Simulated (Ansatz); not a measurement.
## Structural relaxation of Zr2CO2 MXene/Bi2Te3 quintuple layer periodic stack (55 atoms)

Aim: bring Zr2CO2 MXene/Bi2Te3 quintuple layer periodic stack (55 atoms) to a nearby minimum of the energy and see what moves.

Main program and level: Ansatz 0.2.0; Kohn-Sham DFT, PBE+D4, PAW (set soft_2, large core), plane waves.

### Step 1. The starting structure

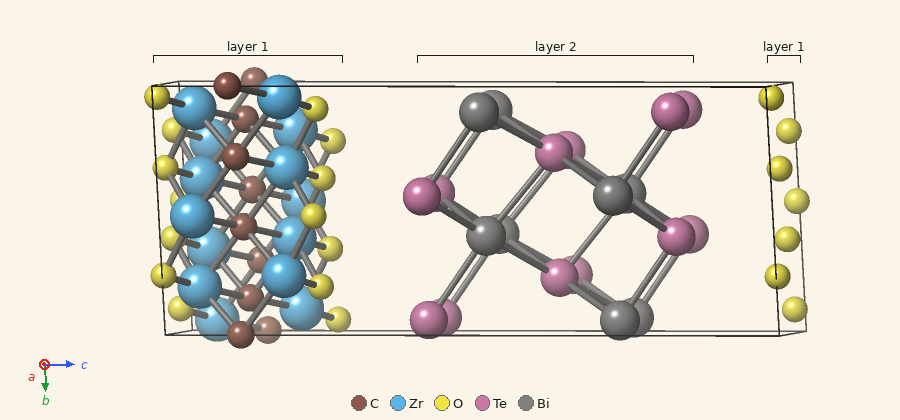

The cell as given, from the side, with the c axis across the page (carbon brown, zirconium blue, oxygen yellow, tellurium pink, bismuth grey). Bonds to atoms that aren't drawn are left out. Some periodic images of atoms are drawn too.

The cell holds 55 atoms: 7 C, 14 Zr, 14 O, 12 Te and 8 Bi. Cell: a = 8.759 Å, b = 8.759 Å, c = 18.610 Å, α = 90.0°, β = 90.0°, γ = 120.0°. It derives from Zr2CO2 and Bi2Te3. 7 cells of Zr2CO2 MXene (a = 3.31 Å, strained +0.01 %) and 4 cells of Bi2Te3 quintuple layer (a = 4.38 Å, -0.01 %) on one hexagonal cell, twist 40.89 deg; facing planes 3.34, 3.17 Å apart; periodic along z; displaced by a Gaussian of 0.01 Å. Regions: layer 1, 35 atoms (7 C, 14 Zr and 14 O); layer 2, 20 atoms (12 Te and 8 Bi).

Limits known from the start: No spin–orbit coupling is included, so levels derived from the heavy atoms are approximate.

### Step 2. Single point at the start

The forces at the start show how far the geometry lies from a minimum of this functional.

Input file input.yaml:

```yaml
crystal:
  lattice:
    - [8.7587, 0.0, 0.0]
    - [-4.37935, 7.58526, 0.0]
    - [0.0, 0.0, 18.61]
  atoms:
    - { symbol: C, position: [0.14394, 0.71308, 0.12404] }
    - { symbol: Zr, position: [0.37973, 0.90357, 0.19687] }
    - { symbol: Zr, position: [0.33403, 0.66565, 0.04966] }
    - { symbol: O, position: [0.33242, 0.66505, 0.24653] }
    - { symbol: O, position: [0.38096, 0.9046, 0.99988] }
    - { symbol: C, position: [0.00087, 0.99824, 0.12307] }
    - { symbol: Zr, position: [0.23809, 0.19041, 0.1961] }
    - { symbol: Zr, position: [0.19049, 0.95184, 0.04988] }
    - { symbol: O, position: [0.19082, 0.95215, 0.24705] }
    - { symbol: O, position: [0.23883, 0.19098, 0.99956] }
    - { symbol: C, position: [0.28625, 0.42862, 0.1228] }
    - { symbol: Zr, position: [0.52371, 0.61878, 0.19757] }
    - { symbol: Zr, position: [0.47553, 0.37904, 0.05036] }
    - { symbol: O, position: [0.47451, 0.37886, 0.24676] }
    - { symbol: O, position: [0.52485, 0.62045, 0.00036] }
    - { symbol: C, position: [0.57224, 0.85835, 0.12268] }
    - { symbol: Zr, position: [0.80914, 0.04709, 0.19787] }
    - { symbol: Zr, position: [0.7616, 0.80879, 0.04967] }
    - { symbol: O, position: [0.76475, 0.80918, 0.24728] }
    - { symbol: O, position: [0.809, 0.04692, 0.99926] }
    - { symbol: C, position: [0.42832, 0.14294, 0.12368] }
    - { symbol: Zr, position: [0.66796, 0.33265, 0.19724] }
    - { symbol: Zr, position: [0.62082, 0.09468, 0.05027] }
    - { symbol: O, position: [0.62019, 0.09781, 0.24759] }
    - { symbol: O, position: [0.6669, 0.33429, 0.00032] }
    - { symbol: C, position: [0.71213, 0.56942, 0.12411] }
    - { symbol: Zr, position: [0.95108, 0.7618, 0.19624] }
    - { symbol: Zr, position: [0.90666, 0.52423, 0.05027] }
    - { symbol: O, position: [0.90351, 0.52336, 0.24752] }
    - { symbol: O, position: [0.95324, 0.76179, 0.00031] }
    - { symbol: C, position: [0.85789, 0.2859, 0.12376] }
    - { symbol: Zr, position: [0.0965, 0.47718, 0.19681] }
    - { symbol: Zr, position: [0.04951, 0.23876, 0.05043] }
    - { symbol: O, position: [0.04878, 0.23781, 0.24786] }
    - { symbol: O, position: [0.09616, 0.4752, 0.0001] }
    - { symbol: Te, position: [0.56833, 0.27362, 0.6298] }
    - { symbol: Bi, position: [0.73558, 0.60442, 0.51952] }
    - { symbol: Bi, position: [0.90154, 0.43956, 0.73698] }
    - { symbol: Te, position: [0.90396, 0.4437, 0.42588] }
    - { symbol: Te, position: [0.73523, 0.60707, 0.82922] }
    - { symbol: Te, position: [0.56902, 0.77535, 0.62802] }
    - { symbol: Bi, position: [0.73683, 0.10842, 0.51904] }
    - { symbol: Bi, position: [0.90164, 0.94038, 0.73734] }
    - { symbol: Te, position: [0.90383, 0.93974, 0.42627] }
    - { symbol: Te, position: [0.7353, 0.1054, 0.83028] }
    - { symbol: Te, position: [0.0675, 0.27209, 0.62831] }
    - { symbol: Bi, position: [0.23611, 0.60605, 0.51929] }
    - { symbol: Bi, position: [0.4028, 0.44009, 0.73671] }
    - { symbol: Te, position: [0.40234, 0.43842, 0.42681] }
    - { symbol: Te, position: [0.23689, 0.60644, 0.82909] }
    - { symbol: Te, position: [0.06993, 0.77293, 0.62892] }
    - { symbol: Bi, position: [0.23491, 0.10822, 0.5189] }
    - { symbol: Bi, position: [0.40168, 0.93811, 0.73804] }
    - { symbol: Te, position: [0.40206, 0.93902, 0.42685] }
    - { symbol: Te, position: [0.23668, 0.106, 0.82923] }
kpoints:
  mp_grid: { grid: [2, 2, 1] }
hamiltonian:
  xc: pbe
  dispersion: d4
  pseudopotentials: { kind: paw, core: large }
scf:
  occupations: { method: gaussian, width: 0.025 }
output:
  forces: true
  stress: true
  populations: true
  dos:
    method: { smearing: { sigma: 0.15 } }
    de: 0.1
    projected:
      site_lists:
        Bi: [Bi]
        C: [C]
        O: [O]
        Te: [Te]
        Zr: [Zr]
        layer_1: [0, 1, 2, 3, 4, 5, 6, 7, 8, 9, 10, 11, 12, 13, 14, 15, 16, 17, 18, 19, 20, 21, 22, 23, 24, 25, 26, 27, 28, 29, 30, 31, 32, 33, 34]
        layer_2: [35, 36, 37, 38, 39, 40, 41, 42, 43, 44, 45, 46, 47, 48, 49, 50, 51, 52, 53, 54]
  eigenvalues: true
```

Command:

```
ansatz run input.yaml --threads 4 --pin off --max-ram 8192MiB --backend cpu --events-out ev --progress --plain --runs-dir out
```

Numbers of over 12 decimals in the logs are rounded to 6 here.

Log:

```text
Engine: ansatz 0.2.0, aarch64-unknown-linux-gnu
Pseudopotentials: kind: paw
Pseudopotential: C, paw, valence charge 4, recommended cutoff 420 eV (normal), C.paw.azcp
Pseudopotential: Zr, paw, valence charge 12, recommended cutoff 420 eV (normal), Zr.paw.azcp
Pseudopotential: O, paw, valence charge 6, recommended cutoff 420 eV (normal), O.paw.azcp
Pseudopotential: Te, paw, valence charge 6, recommended cutoff 420 eV (normal), Te.paw.azcp#standard-large-core
Pseudopotential: Bi, paw, valence charge 15, recommended cutoff 420 eV (normal), Bi.paw.azcp
Functional definition: PBE
  parameter kappa = 0.804
  parameter beta = 0.066725
  exchange = pbe_x(kappa = kappa, mu = beta*pi^2/3)
  correlation = pbe_c(beta = beta)
Crystal: 55 atoms, lattice volume = 1236.393 Å³
Basis set: ecut = 420 eV, 24189 PW (Γ), exchange–correlation on 120×120×250 points (8 copies of the dense FFT grid, shifted against one another)
Bands: 291, of which v1, the nominal top of the filled ones, is band 236 counted from 1 (235 counted from 0)
Symmetry: 1 space group operations
Space group: P1 (ITA 1), of the structure as read, at distance tolerance 1.1e-4 Å
k-points: 4
Non-local potential: C, projectors of the file, l = 0: 2, l = 1: 2, l = 2: 1
Non-local potential: Zr, projectors of the file, l = 0: 3, l = 1: 2, l = 2: 2, l = 3: 2
Non-local potential: O, projectors of the file, l = 0: 2, l = 1: 2, l = 2: 1
Non-local potential: Te, projectors of the file, l = 0: 2, l = 1: 2, l = 2: 2, l = 3: 1
Non-local potential: Bi, projectors of the file, l = 0: 2, l = 1: 2, l = 2: 2, l = 3: 2
PAW form: soft (Blöchl's): semilocal exchange-correlation on the pseudo side does not see the compensation charge
PAW one-centre angular grid: C, 110 points (default); XC on 64 Gauss nodes
PAW one-centre angular grid: Zr, 590 points (default); XC on 64 Gauss nodes
PAW one-centre angular grid: O, 110 points (default); XC on 64 Gauss nodes
PAW one-centre angular grid: Te, 194 points (default); XC on 64 Gauss nodes
PAW one-centre angular grid: Bi, 590 points (default); XC on 64 Gauss nodes
Initial density: superposition of atomic densities (chi_scale 0.1, normalization cell, long waves 94 % of neutral atoms (reshape's long-wave potential 1.94 eV rms, cloud 2.51 Å wide))
Initial wavefunctions: pseudopotential atomic-orbital guess
Functional: x = pbe(κ = 0.804, μ = 0.219515), c = pbe(β = 0.066725)
SCF iter   1: F=—  HF=-226913.816531 eV  |F-HF|=—  |Δ(HF+E_count)|=         —  Δρ=9.66e-2  dr2=1.30e3  ethr=3.10e-3  ⟨swp⟩=7.0  Hψ=4668  notcnv=0  defer=72
preconditioner: auto → LDOS  [metal: Δε(μ)=0.003 eV  Ē_g=8.211 eV  σ=0.025 eV  W_gap=0.07  n_scr=270 (ndim 8)  ℏωp=17.7 eV  f_vac=0.048  D(μ)=111.91/eV (n_scr^D=1414)  β→1.0]
SCF iter   2: F=—  HF=-226863.181228 eV  |F-HF|=—  |Δ(HF+E_count)|=    5.06e1  Δρ=5.15e-2  dr2=3.49e2  ethr=3.10e-3  ⟨swp⟩=3.0  Hψ=2444  notcnv=0  defer=180
SCF iter   3: F=—  HF=-226853.712952 eV  |F-HF|=—  |Δ(HF+E_count)|=    9.47e0  Δρ=2.63e-2  dr2=3.37e1  ethr=3.10e-3  ⟨swp⟩=3.0  Hψ=2290  notcnv=0  defer=182
SCF iter   4: F=—  HF=-226851.215736 eV  |F-HF|=—  |Δ(HF+E_count)|=    2.50e0  Δρ=1.63e-2  dr2=6.26e0  ethr=3.10e-3  ⟨swp⟩=3.0  Hψ=2257  notcnv=0  defer=182
SCF iter   5: F=—  HF=-226850.263857 eV  |F-HF|=—  |Δ(HF+E_count)|=   9.52e-1  Δρ=5.86e-3  dr2=2.20e0  ethr=1.33e-3  ⟨swp⟩=3.0  Hψ=1817  notcnv=0  defer=182
SCF iter   6: F=—  HF=-226850.109331 eV  |F-HF|=—  |Δ(HF+E_count)|=   1.55e-1  Δρ=2.56e-3  dr2=9.17e-1  ethr=4.66e-4  ⟨swp⟩=2.0  Hψ=1553  notcnv=0  defer=186
SCF iter   7: F=—  HF=-226850.048846 eV  |F-HF|=—  |Δ(HF+E_count)|=   6.05e-2  Δρ=2.03e-3  dr2=5.73e-1  ethr=1.94e-4  ⟨swp⟩=2.0  Hψ=1268  notcnv=0  defer=190
SCF iter   8: F=—  HF=-226850.003107 eV  |F-HF|=—  |Δ(HF+E_count)|=   4.57e-2  Δρ=1.38e-3  dr2=3.43e-1  ethr=1.21e-4  ⟨swp⟩=2.0  Hψ=1104  notcnv=0  defer=190
SCF iter   9: F=—  HF=-226849.961712 eV  |F-HF|=—  |Δ(HF+E_count)|=   4.14e-2  Δρ=9.90e-4  dr2=1.81e-1  ethr=7.26e-5  ⟨swp⟩=3.2  Hψ=1360  notcnv=0  defer=184
SCF iter  10: F=—  HF=-226849.928192 eV  |F-HF|=—  |Δ(HF+E_count)|=   3.35e-2  Δρ=8.00e-4  dr2=4.89e-2  ethr=3.84e-5  ⟨swp⟩=2.2  Hψ=1464  notcnv=0  defer=184
SCF iter  11: F=—  HF=-226849.917478 eV  |F-HF|=—  |Δ(HF+E_count)|=   1.07e-2  Δρ=3.37e-4  dr2=3.77e-3  ethr=1.04e-5  ⟨swp⟩=2.0  Hψ=1590  notcnv=0  defer=186
SCF iter  12: F=—  HF=-226849.916862 eV  |F-HF|=—  |Δ(HF+E_count)|=   6.15e-4  Δρ=2.25e-4  dr2=1.10e-3  ethr=8.00e-7  ⟨swp⟩=2.0  Hψ=1434  notcnv=0  defer=186
SCF iter  13: F=—  HF=-226849.916810 eV  |F-HF|=—  |Δ(HF+E_count)|=   5.18e-5  Δρ=6.82e-5  dr2=3.76e-5  ethr=2.33e-7  ⟨swp⟩=2.0  Hψ=1434  notcnv=0  defer=186
SCF iter  14: F=—  HF=-226849.916753 eV  |F-HF|=—  |Δ(HF+E_count)|=   5.75e-5  Δρ=2.63e-5  dr2=1.04e-5  ethr=7.97e-9  ⟨swp⟩=2.0  Hψ=1537  notcnv=0  defer=186
SCF iter  15: F=—  HF=-226849.916754 eV  |F-HF|=—  |Δ(HF+E_count)|=   1.38e-6  Δρ=1.10e-5  dr2=1.69e-6  ethr=2.20e-9  ⟨swp⟩=2.0  Hψ=1581  notcnv=0  defer=185
SCF iter  16: F=—  HF=-226849.916755 eV  |F-HF|=—  |Δ(HF+E_count)|=   3.20e-7  Δρ=4.95e-6  dr2=4.04e-7  ethr=3.58e-10  ⟨swp⟩=2.0  Hψ=1434  notcnv=0  defer=185
SCF iter  17: F=-226849.916755 eV  HF=-226849.916755 eV  |F-HF|=2.30e-9  |Δ(HF+E_count)|=   1.60e-8  Δρ=2.51e-6  dr2=6.47e-8  ethr=2.12e-11  ⟨swp⟩=19.8  Hψ=7749  notcnv=0
SCF 1 converged in 17 iterations: F = -226849.916755 eV  dr2 = 6.47e-8
  greatest PAW one-centre occupation: 0.995 electrons in one spin orbital (limit 2), on the Zr atom at site 26 (counted from 0), in its partial waves of l = 0
SCF converged after 17 iterations
Free energy (F): -226849.916755 eV
Harris-Foulkes:  -226849.916755 eV  (|F-HF|=2.30e-9)
Internal energy: -226849.916755 eV  (E = F + TS)
E sigma→0 (E₀):  -226849.916755 eV
Fermi energy:    8.304685 eV
--- Per-component energies (eV) ---
  E_band       = -3303.518162
  E_kinetic    = 10959.938401
  E_local      = -70475.660399  (includes V_loc(G=0)·N_el)
  E_nonlocal   = 6883.699232
  E_hartree    = 29924.790723
  E_xc         = -9107.835680
  E_vxc        = -6574.511729  (∫ρ·V_xc dr)
  E_paw        = -182797.788257  (= ΣΔE_a)
  E_vpaw       = -3946.576789  (= ΣTr[D̂ρ^β])
  E_aug_tail   = 0.031087  (compensation charges beyond the density's cutoff)
  E_ewald      = -12221.465919
  E_disp       = -15.625942  (pairwise vdW)
  E_smearing   = -0.000000  (= −TS)
  E_closure    = -0.000000  (closes the sum)
  Σ components = -226849.916755   (vs F -226849.916755, Δ=0.00e0)
--- Forces (eV/Å), atoms counted from 1 ---
  atom   1  C     -0.09395150     0.06536657    -0.15097410
  atom   2  Zr    -0.07240411     0.22824549     0.78420067
  atom   3  Zr    -0.00967971     0.22342549    -0.79140712
  atom   4  O      0.09678213     0.10840002    -0.06952102
  atom   5  O      0.03042650     0.00145311     0.26977238
  atom   6  C     -0.19845289     0.14560507     0.07259004
  atom   7  Zr     0.08885047    -0.17470335     1.01067881
  atom   8  Zr     0.12896249     0.06740173    -0.75143992
  atom   9  O     -0.04562365    -0.01363553    -0.32234261
  atom  10  O     -0.05868542    -0.02869170     0.37114978
  atom  11  C     -0.05736572    -0.02331139     0.17425472
  atom  12  Zr     0.20504578    -0.16941592     0.57014704
  atom  13  Zr     0.22299955     0.15926470    -0.75179727
  atom  14  O      0.02774726     0.16974215    -0.23857814
[...]
atom  54  Te    -0.00973903     0.02316696    -0.00783512
  atom  55  Te    -0.03142952    -0.01551005    -0.05094791
  max |Σ_I F_I| component: 2.29e-4 eV/Å
--- Stress (GPa, compression-positive) ---
       -1.366192      -0.001206      -0.010935
       -0.001206      -1.479551       0.058361
       -0.010935       0.058361       0.522425
  P = ⅓ Tr σ = -0.7744 GPa (-7.744 kbar)
--- Band table (eV) ---
  k-point 0: bands = ["-40.9451", "-40.9046", "-40.9004", "-40.8687", [... 275 levels ...], "11.7587", "11.7788", "11.7833", "11.8064", "11.8524", "11.8618", "11.8656", "11.8989", "11.9232", "11.9316", "12.1316", "12.1619"]
[...]
--- Löwdin populations: 55 sites ---
  site symbol       q [e]
     0      C      4.8989
     1     Zr     10.8485
     2     Zr     10.8495
[...]
54     Te      6.1401
  spilling = 0.003875 (of n_electrons = 472.000000)
```

The job ended after 70 s (4 threads of Arm Neoverse V2, shared host; peak memory 6.6 GiB).

The program notes that potentials were chosen by core size.

Read from the output:

| Item | Value |
| --- | --- |
| free energy | -226849.9168 eV |
| free energy per atom | -4124.5439 eV/atom |
| SCF cycles | 17 |
| pressure | -0.7744 GPa |
| r.m.s. force component | 0.2628 eV/Å |
| longest force | 1.03 eV/Å |
| Fermi energy | 8.305 eV |
| gap (highest filled to lowest empty level) | 0.7909 eV |
| spilling of the projection | 0.003875 |

The r.m.s. force component of 0.26 eV/Å and the pressure of -0.77 GPa set the starting point.

Neighbours are counted within 2.82 Å (O-Zr), 2.81 Å (Zr-C), 3.68 Å (Te-Bi).

Length of the force by element and coordination:

```
element  coordination  atoms  mean length of the force (eV/Å)  spread   least   most
     Bi           all      8                           0.0646  0.0331  0.0163  0.128
      C           all      7                            0.224  0.0848   0.104  0.372
      O           all     14                            0.322   0.100   0.161  0.502
     Te           all     12                           0.0807  0.0386  0.0263  0.164
     Te             3      8                           0.0758  0.0335  0.0263  0.136
     Te             6      4                           0.0904  0.0458  0.0371  0.164
     Zr           all     14                            0.807   0.103   0.629   1.03
```

### Step 3. Relaxation

The atoms are relaxed in the fixed cell, aiming at the force tolerance of the input.

input.yaml, the sections that differ from step 2:

```yaml
output:
  forces: true
relax:
  f_tol: 0.05
  max_steps: 130
# crystal, kpoints, hamiltonian, scf: as in step 2
```

Log:

```text
[...]
Crystal: 55 atoms, lattice volume = 1236.393 Å³
Basis set: ecut = 420 eV, 24189 PW (Γ), exchange–correlation on 120×120×250 points (8 copies of the dense FFT grid, shifted against one another)
Bands: 291, of which v1, the nominal top of the filled ones, is band 236 counted from 1 (235 counted from 0)
Symmetry: 1 space group operations
[...]
k-points: 4
[...]
SCF iter   1: F=—  HF=-226913.816532 eV  |F-HF|=—  |Δ(HF+E_count)|=         —  Δρ=9.66e-2  dr2=1.30e3  ethr=3.10e-3  ⟨swp⟩=7.0  Hψ=4668  notcnv=0  defer=72
[...]
SCF iter  13: F=-226849.916741 eV  HF=-226849.916733 eV  |F-HF|=7.69e-6  |Δ(HF+E_count)|=   4.19e-5  Δρ=6.81e-5  dr2=3.73e-5  ethr=1.32e-8  ⟨swp⟩=4.0  Hψ=4124  notcnv=0
SCF 1 converged in 13 iterations: F = -226849.916741 eV  dr2 = 3.73e-5
[...]
relax step   1: F+E_penalty+E_count = -226849.91674065 eV  Δ(F+E_penalty+E_count) = +0.000e0 eV  max|allowed force component| = 1.010e0 eV/Å  Δτ_max = 0.0000 Å  (13 SCF iters, dr2 threshold 6.25e-5 eV, accepted)
[...]
relax step   2: F+E_penalty+E_count = -226849.56719548 eV  Δ(F+E_penalty+E_count) = +3.495e-1 eV  max|allowed force component| = 1.289e0 eV/Å  Δτ_max = 0.1490 Å  (8 SCF iters, dr2 threshold 6.37e-5 eV, rejected (line search))
[...]
relax step   3: F+E_penalty+E_count = -226850.11929539 eV  Δ(F+E_penalty+E_count) = -2.026e-1 eV  max|allowed force component| = 1.368e-1 eV/Å  Δτ_max = 0.0724 Å  (11 SCF iters, accepted)
[...]
relax step   4: F+E_penalty+E_count = -226850.13043860 eV  Δ(F+E_penalty+E_count) = -1.114e-2 eV  max|allowed force component| = 1.296e-2 eV/Å  Δτ_max = 0.0245 Å  (9 SCF iters, accepted)
SCF converged after 9 iterations
Free energy (F): -226850.130439 eV
[...]
Internal energy: -226850.130439 eV  (E = F + TS)
E sigma→0 (E₀):  -226850.130439 eV
Fermi energy:    8.444959 eV
[...]
--- Forces (eV/Å), atoms counted from 1 ---
  atom   1  C     -0.00217594     0.00371595    -0.00662059
  atom   2  Zr     0.00361392    -0.00050010     0.00140425
  atom   3  Zr     0.00032395     0.00124737     0.00620863
  atom   4  O      0.00064467     0.00206652     0.00199423
  atom   5  O      0.00017884    -0.00193109     0.00202648
  atom   6  C      0.00011098     0.00287140     0.00079546
  atom   7  Zr    -0.00151770    -0.00060781     0.00676180
  atom   8  Zr     0.00011254    -0.00307929     0.00368806
  atom   9  O     -0.00481746    -0.00134861     0.00326986
  atom  10  O     -0.00103154    -0.00231365     0.00060628
  atom  11  C     -0.00110995     0.00043700    -0.00024877
  atom  12  Zr    -0.00292604     0.00491285    -0.00295259
  atom  13  Zr    -0.00020671     0.00504551    -0.00342989
  atom  14  O      0.00710790    -0.00232674     0.00081812
[...]
atom  54  Te     0.00130131    -0.00104957    -0.00566084
  atom  55  Te     0.00124111    -0.00283292    -0.00334121
  max |Σ_I F_I| component: 2.52e-4 eV/Å
--- Relaxed structure (4 steps of the walk, 3 accepted, 0 SCFs on fresh bases) ---
  F+E_penalty+E_count = -226850.13043860 eV   max|allowed force component| = 1.296e-2 eV/Å
  atoms:
    - { symbol: C, position: [0.143474, 0.714274, 0.125038] }
    - { symbol: Zr, position: [0.381259, 0.904440, 0.200244] }
    - { symbol: Zr, position: [0.333605, 0.666515, 0.050032] }
    - { symbol: O, position: [0.333444, 0.665998, 0.248993] }
[...]
- { symbol: Te, position: [0.236215, 0.104121, 0.826298] }
```

It took 2 min on 4 threads; peak memory 6.7 GiB.

Step by step:

```
step  energy less that of the first step (eV)  largest force component (eV/Å)
   1                                   0.0000                          1.0097
   2                                   0.3495                          1.2886
   3                                  -0.2026                          0.1368
   4                                  -0.2137                          0.0130
```

Relaxation step 2 was tried and not accepted.

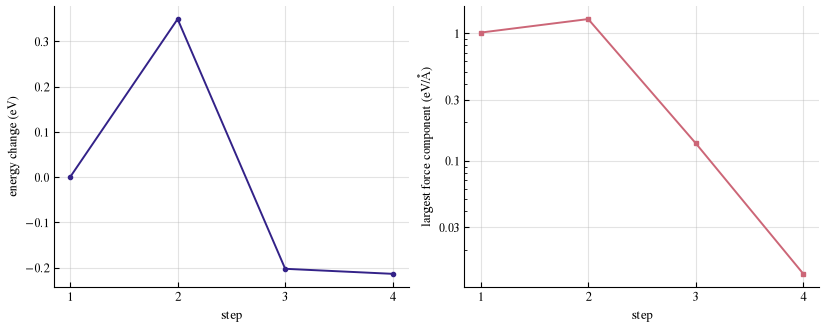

Energy and largest force along the relaxation.

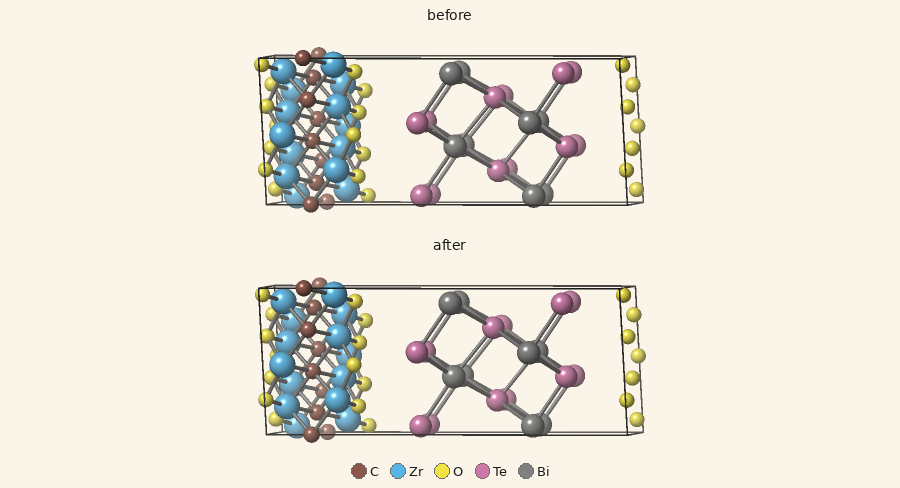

Before and after, at one scale. Bonds to atoms that aren't drawn are left out.

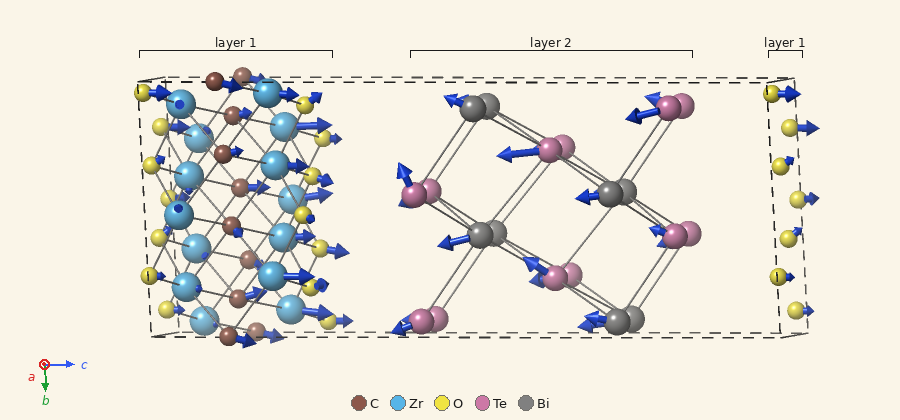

Displacements in the relaxation, exaggerated; the longest in the cell stands for 0.09 Å. Bonds to atoms that aren't drawn are left out. Some periodic images of atoms are drawn too.

The atoms that moved most (Å):

```
atom      dx      dy      dz  length
Bi53   0.002   0.013  -0.087   0.088
Te36   0.016   0.009  -0.084   0.086
Te45  -0.020   0.018  -0.070   0.075
 Zr7   0.003  -0.003   0.072   0.072
Te51  -0.024   0.011  -0.065   0.071
Bi37  -0.007   0.017  -0.066   0.069
Zr27   0.014   0.001   0.063   0.064
 Zr2   0.010   0.007   0.063   0.064
```

The relaxation changed the energy by -3.88 meV/atom, and atoms moved by 0.045 Å r.m.s., 0.088 Å at most.

[end of part 1 of 2]

[Logs are printed without paths, hosts, clocks, repeated set-up lines and the standing remarks that a program may print on its own settings, such as how far it seeks lower states.]

[Hosts, paths, dates, database ids (printed as entryN), source tags and the programs' standing remarks are cut or masked in the printed files.]
